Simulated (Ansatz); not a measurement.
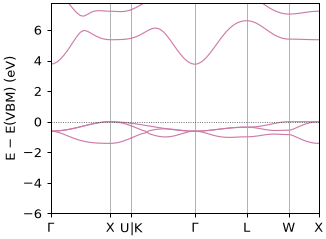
Fig. 1. Band structure from r²SCAN in the plane-wave PAW code Ansatz

Task: Read off the gap and where the band edges lie.

Result: About 3.8 eV (3.76 eV by a search for the band edges); maximum at W, minimum at Γ.

Task: Pick the material that matches.
(A) HfO2, fluorite
(B) GaP, zinc blende
(C) CaO, zinc blende
(D) GaN, zinc blende

Result: C, CaO, zinc blende

Space group F-43m (zinc blende). The start of the workflow was typed in or built on a structure type; neither database checked (COD, Materials Project) lists it. It is not the phase usual at ambient conditions (space group No. 225). The r²SCAN relaxation kept the symmetry of its start; its stability against distortions is not shown here.

Potentials: the earlier of the program's two PAW sets.
